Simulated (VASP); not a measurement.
Band structure of BaO (rock salt). Method: optB86b-vdW, VASP's PBE PAW potentials (set 64) (plane waves; VASP 6.6.1).

Unless said otherwise, spin-orbit coupling is left out, though it shifts the bands of the heavy elements here.

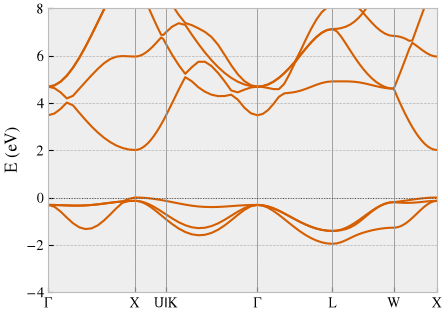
Fig. 1. Bands along high-symmetry lines, zero at the valence-band maximum or, without a gap, the Fermi level

Problem. Read the plot: is there a gap, and where are the band edges?

Solution. The gap is direct, 2.01 eV, from the valence maximum at X to the conduction minimum at X. (Edges off the drawn lines would not show.)

Measured: gap 4.40 eV (computed value off by -2.39 eV), as given by Abedi et al., (2022), arXiv:2211.14644.

The compound is BaO in the rock salt structure. It was relaxed first.
